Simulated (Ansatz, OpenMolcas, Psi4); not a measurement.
How methods differ on CH5AlOSi (SMILES [CH2]1O[SiH2][AlH]1)

The species is CH5AlOSi (9 atoms), meant as a singlet with charge 0. SMILES: `[CH2]1O[SiH2][AlH]1`. Geometry: relaxed at PBE0-D4/def2-TZVP.

```xyz
9

C    -0.3099    1.0225   -0.6535
O     0.6211   -0.0213   -1.0229
Si    0.7678   -1.2239    0.1358
Al   -0.8588    0.2793    1.1211
H    -1.0902    1.0976   -1.4201
H     0.2133    1.9860   -0.6430
H     2.1777   -1.3383    0.6150
H     0.4224   -2.5606   -0.4333
H    -1.8551    0.7124    2.2837
```

Quantity: the HOMO–LUMO gap, in eV. The values are calculated.

| level | kind | program | value (eV) | CPU time |
| --- | --- | --- | --- | --- |
| BLYP/def2-SVP | GGA | Ansatz | 3.19 | 3.9 s |
| M06-L/def2-SVP | meta-GGA | OpenMolcas | 3.76 | 88 s |
| TPSS/def2-SVP | meta-GGA | OpenMolcas | 3.47 | 87 s |
| r2SCAN/def2-SVP | meta-GGA | OpenMolcas | 3.66 | 88 s |
| PBE0/def2-SVP | global hybrid | OpenMolcas | 5.00 | 61 s |
| r2SCAN0/def2-SVP | hybrid meta-GGA | Ansatz | 5.27 | 7.5 s |
| B2PLYP/def2-SVP | double hybrid | Ansatz | 6.96 | 6.3 s |
| B2PLYP/def2-SVP (density fitting for correlation) | double hybrid | Psi4 | 6.96 | 11 s |

The values span 3.19 to 6.96 eV. Orbital gaps aren't excitation energies, and those of double hybrids come from the SCF part alone; they tend to grow with the share of exact exchange. Times are those of the runs behind each value, whatever else they computed, on shared processors of several kinds: orders of magnitude only.

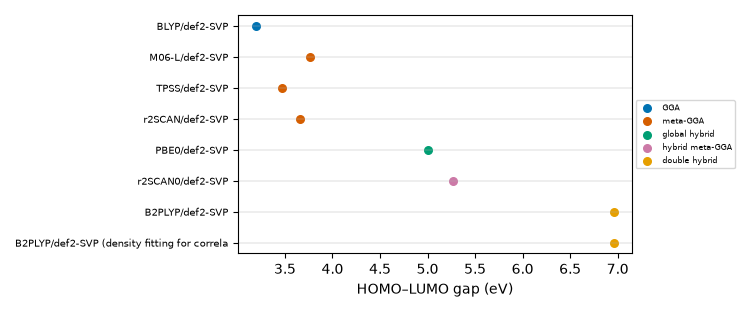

The values of the table, level by level.
